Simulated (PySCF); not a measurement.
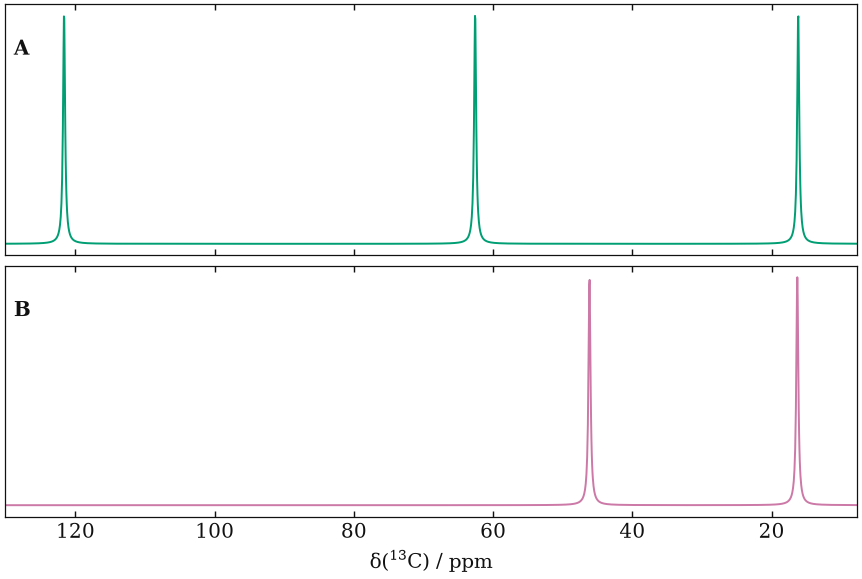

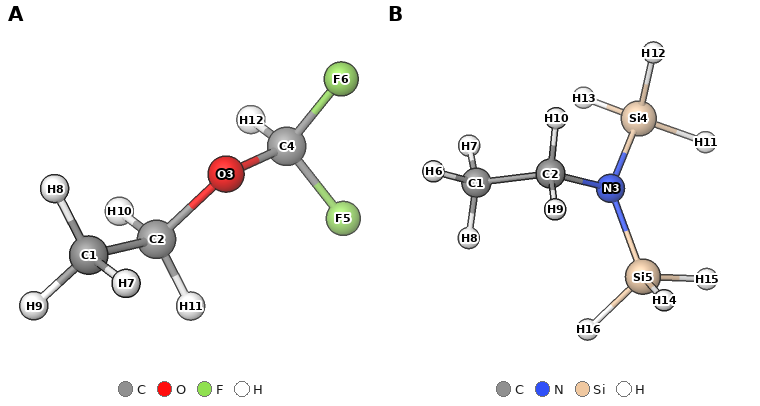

Related molecules: A is C₃H₆F₂O, SMILES CCOC(F)F; B is C₂H₁₁NSi₂, SMILES CCN([SiH3])[SiH3]. GIAO ¹³C shifts against TMS, PBE0/pcSseg-1 with PySCF 2.14.0, at a PBE0-D3(BJ)/def2-SVP geometry (no frequency check); fully decoupled, line heights follow the number of nuclei within a panel, widths are arbitrary (no quadrupolar broadening); values of one conformer, averaged over nuclei that symmetry or rotation about single bonds exchange, these motions taken as fast; other conformers aren't averaged in.

Assign the ¹³C signals of each molecule.

Answer. A: 121.6 (C4); 62.6 (C2); 16.2 (C1)
B: 46.2 (C2); 16.3 (C1)
